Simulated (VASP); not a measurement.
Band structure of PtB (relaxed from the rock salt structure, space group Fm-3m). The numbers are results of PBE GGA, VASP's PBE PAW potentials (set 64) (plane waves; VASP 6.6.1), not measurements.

Unless said otherwise, spin-orbit coupling is left out, though it shifts the bands of the heavy elements here.

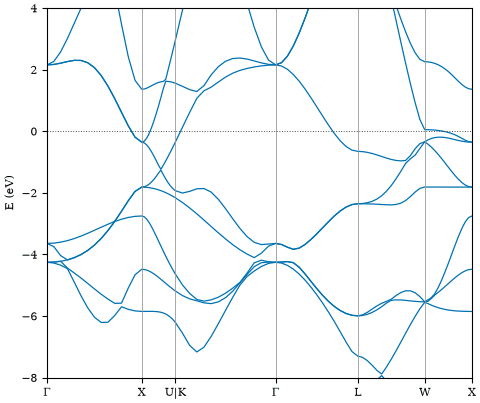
Bands along high-symmetry lines, zero at the valence-band maximum or, without a gap, the Fermi level

Q: Read the plot: is there a gap, and where are the band edges?

A: It has no gap at this level: it comes out as a metal or semimetal. (Edges off the drawn lines would not show.)

The structure was generated: PtB was put into the rock salt type (Fm-3m), which need not be its known phase. It was relaxed first, which changed the volume by -13 %. The electron count is odd and the run is not spin-polarised, which forces a metal.
